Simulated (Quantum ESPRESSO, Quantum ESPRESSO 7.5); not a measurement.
# Bi2Te3 quintuple layer, 1 layer, stepped through the field along the normal

Wanted: a table for Bi2Te3 quintuple layer, 1 layer against the field along the normal, and what can be fitted to it.

Calculated with Quantum ESPRESSO 7.5; plane-wave DFT, PBE, PseudoDojo fully relativistic norm-conserving pseudopotentials (geometry by pw.x at PBE-D3(BJ), GBRV ultrasoft).

**1. The structure**

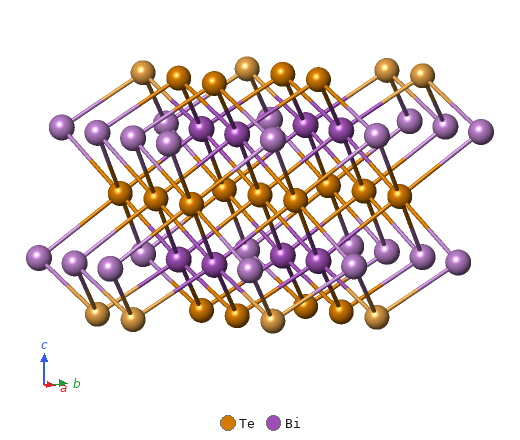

The starting structure, seen from the side, with the c axis up (tellurium orange, bismuth purple). 2×2×1 cells are drawn. Some periodic images of atoms are drawn too.

The cell holds 5 atoms: 3 Te and 2 Bi. Its edges and angles: a = 4.440 Å, b = 4.440 Å, c = 24.200 Å, α = 90.0°, β = 90.0°, γ = 120.0°. It derives from Bi2Te3. Vacuum lies along c.

Set-up: Cell and atoms are relaxed without a field with a D3(BJ) correction and then held. Sawtooth field with dipole correction, 17 Å of vacuum in the starting cell, Fermi-Dirac smearing of 0.002 Ry; bands along a path at each field. Spin-orbit coupling with fully relativistic files.

Members -0.1, 0.2 and -0.2 took the same steps and show in the table alone.

**2. Variable-cell relaxation of the reference**

What the set-up leaves free in this member is relaxed.

The input, ref.relax.in:

```
&control
  prefix = 'ref.relax'
  outdir = './out'
  pseudo_dir = './pseudo'
  nstep = 80
  forc_conv_thr = 0.0004
  calculation = 'vc-relax'
  etot_conv_thr = 1e-06
/
&system
  ibrav = 0
  nat = 5
  ntyp = 2
  ecutwfc = 50
  ecutrho = 250
  vdw_corr = 'grimme-d3'
  dftd3_version = 4
  occupations = 'smearing'
  smearing = 'fd'
  degauss = 0.004
/
&electrons
  conv_thr = 1e-09
  mixing_beta = 0.4
  electron_maxstep = 120
  mixing_mode = 'plain'
/
&ions
/
&cell
  cell_dofree = '2Dxy'
  press_conv_thr = 0.3
/
ATOMIC_SPECIES
  Te  127.6000  te_pbe_v1.uspp.F.UPF
  Bi  208.9804  bi_pbe_v1.uspp.F.UPF
CELL_PARAMETERS angstrom
  4.44000000000000 0.00000000000000 0.00000000000000
  -2.22000000000000 3.84515279280291 0.00000000000000
  0.00000000000000 0.00000000000000 24.20000000000000
ATOMIC_POSITIONS crystal
  Te  0.333333333300 0.666666666700 0.351239669421
  Bi  0.666666666700 0.333333333300 0.419421487603
  Te  0.000000000000 0.000000000000 0.500000000000
  Bi  0.333333333300 0.666666666700 0.580578512397
  Te  0.666666666700 0.333333333300 0.648760330579
K_POINTS automatic
  6 6 1 0 0 0
```

Command:

```sh
$ OMP_NUM_THREADS=1 mpirun -n 8 pw.x -nk 2 -in ref.relax.in > ref.relax.out
```

Output:

```text
Program PWSCF v.7.5 starts
[citation notice left out]

     Parallel version (MPI & OpenMP), running on       8 processor cores
     Number of MPI processes:                 8
     Threads/MPI process:                     1

     MPI processes distributed on     1 nodes
[...]
Current dimensions of program PWSCF are:
     Max number of different atomic species (ntypx) = 10
     Max number of k-points (npk) =  40000
     Max angular momentum in pseudopotentials (lmaxx) =  4
     Message from routine setup:
     using ibrav=0 with symmetry is DISCOURAGED, use correct ibrav instead

     K-points division:     npool     =       2
     R & G space division:  proc/nbgrp/npool/nimage =       4
     Subspace diagonalization in iterative solution of the eigenvalue problem:
     a serial algorithm will be used

     Parallelization info
     --------------------
     sticks:   dense  smooth     PW     G-vecs:    dense   smooth      PW
     Min         303     238     70                46487    33238    5102
     Max         304     239     71                46498    33271    5113
     Sum        1213     955    283               185967   133051   20433

     Using Slab Decomposition

     bravais-lattice index     =            0
     lattice parameter (alat)  =       8.3904  a.u.
     unit-cell volume          =    2788.1012 (a.u.)^3
     number of atoms/cell      =            5
     number of atomic types    =            2
     number of electrons       =        48.00
     number of Kohn-Sham states=           29
     kinetic-energy cutoff     =      50.0000  Ry
     charge density cutoff     =     250.0000  Ry
     scf convergence threshold =      1.0E-09
     mixing beta               =       0.4000
     number of iterations used =            8  plain     mixing
     energy convergence thresh.=      1.0E-06
     force convergence thresh. =      4.0E-04
     press convergence thresh. =      3.0E-01
     Exchange-correlation= SLA  PW   PBE  PBE
                           (   1   4   3   4   0   0   0)
     nstep                     =           80

     celldm(1)=   8.390384  celldm(2)=   0.000000  celldm(3)=   0.000000
     celldm(4)=   0.000000  celldm(5)=   0.000000  celldm(6)=   0.000000

     crystal axes: (cart. coord. in units of alat)
               a(1) = (   1.000000   0.000000   0.000000 )
               a(2) = (  -0.500000   0.866025   0.000000 )
               a(3) = (   0.000000   0.000000   5.450450 )

     reciprocal axes: (cart. coord. in units 2 pi/alat)
               b(1) = (  1.000000  0.577350 -0.000000 )
               b(2) = (  0.000000  1.154701  0.000000 )
               b(3) = (  0.000000 -0.000000  0.183471 )

     PseudoPot. # 1 for Te read from file:
     ./pseudo/te_pbe_v1.uspp.F.UPF
     Pseudo is Ultrasoft + core correction, Zval =  6.0
     Generated by new atomic code, or converted to UPF format
     Using radial grid of  891 points,  5 beta functions with:
                l(1) =   0
                l(2) =   0
                l(3) =   1
                l(4) =   1
                l(5) =   2
     Q(r) pseudized with  6 coefficients,  rinner =    1.800   1.800   1.800
                                                       1.800   1.800

     PseudoPot. # 2 for Bi read from file:
     ./pseudo/bi_pbe_v1.uspp.F.UPF
     Pseudo is Ultrasoft + core correction, Zval = 15.0
     Generated by new atomic code, or converted to UPF format
     Using radial grid of  899 points,  6 beta functions with:
                l(1) =   0
                l(2) =   0
                l(3) =   1
                l(4) =   1
                l(5) =   2
                l(6) =   2
     Q(r) pseudized with  6 coefficients,  rinner =    1.000   1.000   1.000
                                                       1.000   1.000

     atomic species   valence    mass     pseudopotential
     Te                6.00   127.60000     Te( 1.00)
     Bi               15.00   208.98040     Bi( 1.00)

     12 Sym. Ops., with inversion, found

   Cartesian axes

     site n.     atom                  positions (alat units)
         1        Te     tau(   1) = (  -0.0000000   0.5773503   1.9144144  )
         2        Bi     tau(   2) = (   0.5000000   0.2886751   2.2860360  )
         3        Te     tau(   3) = (   0.0000000   0.0000000   2.7252252  )
         4        Bi     tau(   4) = (  -0.0000000   0.5773503   3.1644144  )
         5        Te     tau(   5) = (   0.5000000   0.2886751   3.5360360  )

     --------------------------------------------
     DFT-D3 Dispersion Correction (3-body terms):
     --------------------------------------------
       Reference C6 values for interpolation:

         atom   Coordination number   C6
         Te         0.000           851.07
         Te         0.981           850.20
         Te         1.964           837.16
         Bi         0.000          1235.06
         Bi         0.982          1188.09
         Bi         1.966          1132.10
         Bi         2.950          1067.76

       Values used:

         atom   Coordination number  R0_AB[au]  C6      C8
         Te         2.839            3.676    837.16  84978.08
         Bi         5.381            3.890   1067.76 147315.96
         Te         4.775            3.676    837.16  84978.05
         Bi         5.381            3.890   1067.76 147315.96
         Te         2.839            3.676    837.16  84978.08

         Molecular C6 ( Ry / a.u.^6 ) =     23149.02

     number of k points=     7  Fermi-Dirac smearing, width (Ry)=  0.0040
                       cart. coord. in units 2pi/alat
        k(    1) = (   0.0000000   0.0000000   0.0000000), wk =   0.0555556
        k(    2) = (   0.0000000   0.1924501   0.0000000), wk =   0.3333333
        k(    3) = (   0.0000000   0.3849002   0.0000000), wk =   0.3333333
        k(    4) = (   0.0000000  -0.5773503   0.0000000), wk =   0.1666667
        k(    5) = (   0.1666667   0.2886751   0.0000000), wk =   0.3333333
        k(    6) = (   0.1666667   0.4811252   0.0000000), wk =   0.6666667
        k(    7) = (   0.3333333   0.5773503   0.0000000), wk =   0.1111111

     Dense  grid:   185967 G-vectors     FFT dimensions: (  45,  45, 240)

     Smooth grid:   133051 G-vectors     FFT dimensions: (  40,  40, 216)

     Estimated max dynamical RAM per process >     119.50 MB

     Estimated total dynamical RAM >     910.61 MB

     Initial potential from superposition of free atoms

     starting charge      45.9993, renormalised to      48.0000

     negative rho (up, down):  8.475E-02 0.000E+00
[...]
per-process dynamical memory:    59.1 Mb

     Self-consistent Calculation

     iteration #  1     ecut=    50.00 Ry     beta= 0.40
     Davidson diagonalization with overlap
     ethr =  1.00E-06,  avg # of iterations =  4.1

     Threshold (ethr) on eigenvalues was too large:
     Diagonalizing with lowered threshold

     Davidson diagonalization with overlap
     ethr =  2.11E-08,  avg # of iterations =  4.7

     negative rho (up, down):  8.283E-02 0.000E+00

     total cpu time spent up to now is       27.7 secs

     total energy              =    -450.25240846 Ry
     estimated scf accuracy    <       0.00000436 Ry

[...]
iteration #  9     ecut=    50.00 Ry     beta= 0.40
[...]
negative rho (up, down):  8.283E-02 0.000E+00

[...]
End of self-consistent calculation

[...]
the Fermi energy is     0.0683 ev

!    total energy              =    -450.25240929 Ry
     estimated scf accuracy    <          2.6E-10 Ry
     smearing contrib. (-TS)   =      -0.00000598 Ry
     internal energy E=F+TS    =    -450.25240331 Ry

     The total energy is F=E-TS. E is the sum of the following terms:
     one-electron contribution =   -1657.48170188 Ry
     hartree contribution      =     840.68090545 Ry
     xc contribution           =    -172.53321394 Ry
     ewald contribution        =     539.20819600 Ry
     DFT-D3 Dispersion         =      -0.12658894 Ry

     convergence has been achieved in   9 iterations

     negative rho (up, down):  8.283E-02 0.000E+00

     Forces acting on atoms (cartesian axes, Ry/au):

     atom    1 type  1   force =    -0.00000000   -0.00000000   -0.00919524
     atom    2 type  2   force =    -0.00000000    0.00000000   -0.00013603
     atom    3 type  1   force =     0.00000000    0.00000000    0.00000000
     atom    4 type  2   force =    -0.00000000    0.00000000    0.00013603
     atom    5 type  1   force =    -0.00000000   -0.00000000    0.00919524

     Total force =     0.013005     Total SCF correction =     0.000086

     Computing stress (Cartesian axis) and pressure

     negative rho (up, down):  8.283E-02 0.000E+00
          total   stress  (Ry/bohr**3)                   (kbar)     P=        1.16
  -0.00001079   0.00000000   0.00000000           -1.59        0.00        0.00
  -0.00000000  -0.00001079   0.00000000           -0.00       -1.59        0.00
   0.00000000   0.00000000   0.00004514            0.00        0.00        6.64

     Energy error            =      3.1E-04 Ry
     Gradient error          =      9.2E-03 Ry/Bohr
     Cell gradient error     =      1.6E+00 kbar

     number of scf cycles    =   3
     number of bfgs steps    =   2

     enthalpy           old  =    -450.2521001984 Ry
     enthalpy           new  =    -450.2524092894 Ry

     CASE: enthalpy          _new < enthalpy          _old

     new trust radius        =       0.0214960836 bohr
     new conv_thr            =       0.0000000002 Ry

     new unit-cell volume =   2782.83334 a.u.^3 (   412.37336 Ang^3 )
     density =      3.22449 g/cm^3

CELL_PARAMETERS (angstrom)
   4.435803505   0.000000000   0.000000000
  -2.217901752   3.841518521   0.000000000
   0.000000000   0.000000000  24.200000000

ATOMIC_POSITIONS (crystal)
Te               0.3333333333        0.6666666667        0.3501713714
Bi               0.6666666667        0.3333333333        0.4195991554
Te              -0.0000000000        0.0000000000        0.5000000000
Bi               0.3333333333        0.6666666667        0.5804008446
Te               0.6666666667        0.3333333333        0.6498286286

[...]
NEW-OLD atomic charge density approx. for the potential
     New effective cutoffs (rho, wfc):  250.42   50.08

     negative rho (up, down):  8.306E-02 0.000E+00

     total cpu time spent up to now is       36.7 secs

     per-process dynamical memory:    59.1 Mb

[...]
!    total energy              =    -450.25278211 Ry
[...]
Total force =     0.010230     Total SCF correction =     0.000007
[...]
number of bfgs steps    =   3
[...]
new trust radius        =       0.0322441254 bohr
[...]
!    total energy              =    -450.25320361 Ry
[...]
Total force =     0.009614     Total SCF correction =     0.000001
[...]
number of bfgs steps    =   4
[...]
new trust radius        =       0.0483661881 bohr
[...]
!    total energy              =    -450.25364527 Ry
[...]
Total force =     0.013371     Total SCF correction =     0.000058
[...]
number of bfgs steps    =   5
[...]
new trust radius        =       0.0584587899 bohr
[...]
!    total energy              =    -450.25407703 Ry
[...]
Total force =     0.017931     Total SCF correction =     0.000031
[...]
number of bfgs steps    =   6
[...]
new trust radius        =       0.0695716014 bohr
[...]
!    total energy              =    -450.25465527 Ry
[...]
Total force =     0.020093     Total SCF correction =     0.000048
[...]
number of bfgs steps    =   7
[...]
new trust radius        =       0.0765287616 bohr
[...]
!    total energy              =    -450.25541351 Ry
[...]
Total force =     0.016624     Total SCF correction =     0.000098
[...]
number of bfgs steps    =   8
[...]
new trust radius        =       0.0575477424 bohr
[...]
!    total energy              =    -450.25592638 Ry
[...]
Total force =     0.006592     Total SCF correction =     0.000036
[...]
number of bfgs steps    =   9
[...]
new trust radius        =       0.0152077414 bohr
[...]
!    total energy              =    -450.25601185 Ry
[...]
Total force =     0.001340     Total SCF correction =     0.000047
[...]
number of bfgs steps    =  10
[...]
new trust radius        =       0.0121941490 bohr
[...]
!    total energy              =    -450.25602011 Ry
[...]
Total force =     0.000545     Total SCF correction =     0.000003
[...]
number of bfgs steps    =  11
[...]
new trust radius        =       0.0021447487 bohr
[...]
Self-consistent Calculation

     iteration #  1     ecut=    50.00 Ry     beta= 0.40
     Davidson diagonalization with overlap
     ethr =  1.00E-06,  avg # of iterations =  2.0

     Threshold (ethr) on eigenvalues was too large:
     Diagonalizing with lowered threshold

     Davidson diagonalization with overlap
     ethr =  4.41E-09,  avg # of iterations =  5.4

     negative rho (up, down):  8.396E-02 0.000E+00

     total cpu time spent up to now is      150.3 secs

     total energy              =    -450.25601774 Ry
     estimated scf accuracy    <       0.00000649 Ry

[...]
iteration #  9     ecut=    50.00 Ry     beta= 0.40
[...]
negative rho (up, down):  8.396E-02 0.000E+00

[...]
End of self-consistent calculation

          k = 0.0000 0.0000 0.0000 ( 16651 PWs)   bands (ev):

   -22.7252 -22.7252 -22.7241 -22.7241 -22.7166 -22.7152 -22.7124 -22.7124
   -22.7109 -22.7109 -12.7630 -12.2400 -10.5696  -8.7309  -7.5475  -1.8132
    -1.1510  -1.1510  -0.8863  -0.8772  -0.8772  -0.5102  -0.3435  -0.3435
     0.
[key lines of the parts left out:]
total energy              =    -450.25602100 Ry
the Fermi energy is     0.4980 ev
convergence has been achieved in  11 iterations
```

Run time: 3 min. Hardware: 8 MPI ranks of Arm Neoverse V2, shared host; peak memory 1.2 GiB; 24 min of CPU time.

Step by step:

```
step  energy less that of the first step (eV)  largest force (eV/Å)  volume (Å³)
   1                                   0.0000                0.3350       413.15
   2                                  -0.0047                0.2850       413.03
   3                                  -0.0089                0.2364       412.81
   4                                  -0.0139                0.1724       412.37
   5                                  -0.0197                0.1502       411.56
   6                                  -0.0257                0.2427       410.09
   7                                  -0.0316                0.3079       407.92
   8                                  -0.0394                0.3226       404.74
   9                                  -0.0497                0.2451       400.45
  10                                  -0.0567                0.0904       396.91
  11                                  -0.0579                0.0239       396.93
  12                                  -0.0580                0.0093       397.32
  13                                  -0.0580                0.0081       397.36
  14                                  -0.0579                0.0078       397.36
```

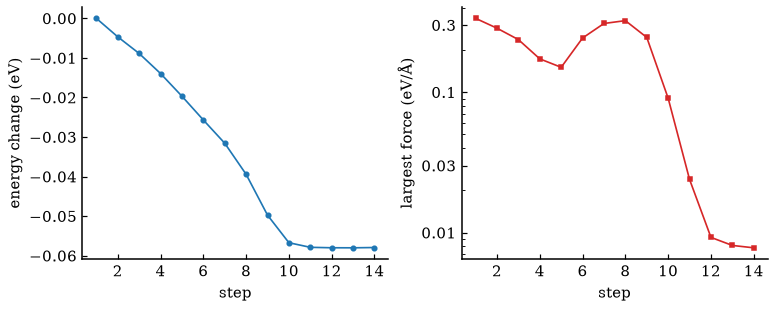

Energy and largest force along the relaxation.

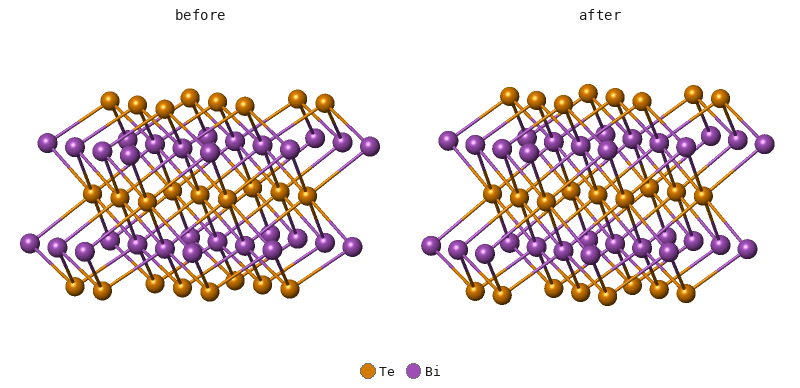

The structure before and after the relaxation, drawn at the same scale.

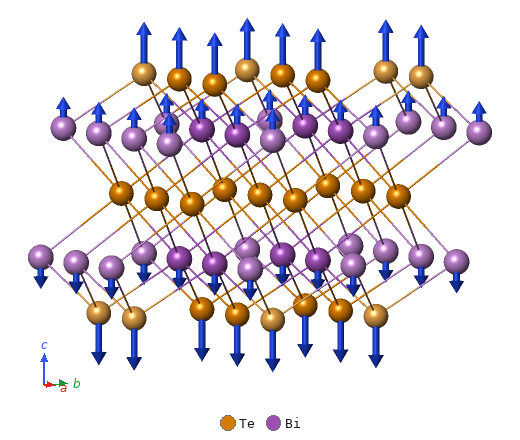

Displacements in the relaxation, exaggerated, measured against the changing cell; the longest in the cell stands for 0.18 Å. 2×2×1 cells are drawn. Some periodic images of atoms are drawn too.

```csv
cell as run,before,after,change
a (Å),4.440,4.354,-1.9 %
b (Å),4.440,4.354,-1.9 %
```

The atoms that moved most (Å, along periodic axes as changes of fractional coordinates times the final cell, across vacuum about the mean position):

| atom | dx | dy | dz | length |
| --- | --- | --- | --- | --- |
| Te5 | 0.000 | 0.000 | 0.184 | 0.184 |
| Te1 | 0.000 | 0.000 | -0.184 | 0.184 |
| Bi2 | 0.000 | 0.000 | -0.092 | 0.092 |
| Bi4 | 0.000 | 0.000 | 0.092 | 0.092 |

The relaxed structure:

```xyz
5
Lattice="4.3543 0.0000 0.0000 -2.1772 3.7710 0.0000 0.0000 0.0000 24.2000" Properties=species:S:1:pos:R:3
Te    0.0000    2.5140    8.3157
Bi    2.1772    1.2570   10.0584
Te    0.0000    0.0000   12.1000
Bi    0.0000    2.5140   14.1416
Te    2.1772    1.2570   15.8843
```

 The last row is no step: it is a fresh SCF in the final cell with a new plane-wave basis, +0 meV from the row before.

Numbers from this step:

```
free energy  : -6126.0452 eV
Fermi energy : 0.4962 eV
```

(Continued in part 2 of 4.)

[Logs are printed without paths, hosts, clocks, repeated set-up lines and the standing remarks that a program may print on its own settings, such as how far it seeks lower states.]

[Hosts, paths, dates, database ids (printed as entryN), source tags and the programs' standing remarks are cut or masked in the printed files.]

[Maps of the electrostatic potential energy from Ansatz leave out the sawtooth potential of an applied field or a dipole correction, so their vacuum need not be flat; planar profiles and work functions include it.]
